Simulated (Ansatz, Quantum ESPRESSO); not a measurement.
# Hf2CO2 MXene, 1 layer against a metal electrode: the electrode's level over the Fermi level at a withheld member of a series

How the rows were computed: Quantum ESPRESSO 7.5, PBE, GBRV ultrasoft. The slab is relaxed neutral under PBE-D3(BJ), then held. ESM with bc3: vacuum below and a metal electrode about 6 Å above the top atoms. Fermi-Dirac smearing of 0.004 Ry and a dense mesh. Charges are set per cell from the starting area. The series steps the charge of the slab (positive: electrons removed).

```
charge of the slab  electrode's level over the Fermi level (eV)
     1 ×10¹³ e/cm²                                        6.446
     2 ×10¹³ e/cm²                                        7.560
     3 ×10¹³ e/cm²                                        8.660
   4.5 ×10¹³ e/cm²                                       10.304
     6 ×10¹³ e/cm²                                       11.945
     7 ×10¹³ e/cm²                                       13.041
```

**Question.** What is the electrode's level over the Fermi level at 8 ×10¹³ e/cm²?

**Fit.** The rows at 6 ×10¹³ e/cm² and 7 ×10¹³ e/cm² give a slope of (13.041 − (11.945))/(7 − (6)) = 1.096, so a straight line gives 14.137 eV. A parabola through these and the row at 4.5 ×10¹³ e/cm² gives 14.139 eV.

**Check.** 14.140 eV. The line misses by −0.003 and the parabola by −0.001 eV. Both misses are under 5 % of the step from the nearer row.

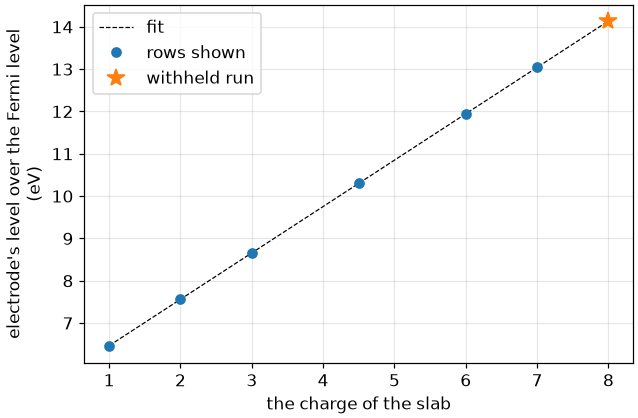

The rows shown, the fit and the withheld run.

Caveats: Vacuum fills the gap; ions don't answer the charge; added electrons can spill towards the electrode at the most negative charges. Charges count on the starting cell, which the relaxation changed by some per cent. Members without a usable value, or on the other side of zero field or charge, are not listed.

[Logs are printed without paths, hosts, clocks, repeated set-up lines and the standing remarks that a program may print on its own settings, such as how far it seeks lower states.]
